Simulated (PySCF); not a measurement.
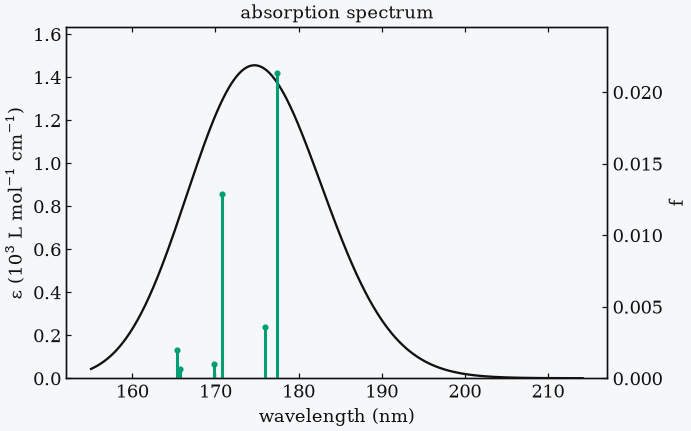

Vertical TDDFT excitations, PBE0/def2-SVPD with PySCF, at a GFN2-xTB geometry (no frequency check), gas phase. The lowest 6 singlet states are shown; each is broadened by a Gaussian of 1/e half-width 0.40 eV. Sticks give oscillator strengths (right axis).

Which molecule gives this spectrum?
A. C₄H₆S (2,3-dihydrothiophene), SMILES C1=CSCC1
B. C₃H₈BNO₃, SMILES CC(=O)NCB(O)O
C. C₄H₄Cl₂FNO, SMILES CO[C@@](F)(C#N)C(Cl)Cl

Option C. Its lowest singlet lies at 6.99 eV (f = 0.021) and the brightest of those computed is S1 at 6.99 eV (177 nm), f = 0.021, mainly HOMO → LUMO (69 %) (S2 lies within 0.06 eV, too close to order).

Caveats: the tight-binding geometry is rougher than a DFT one and adds to the error; one conformer of a flexible molecule; core orbitals are frozen in the response.
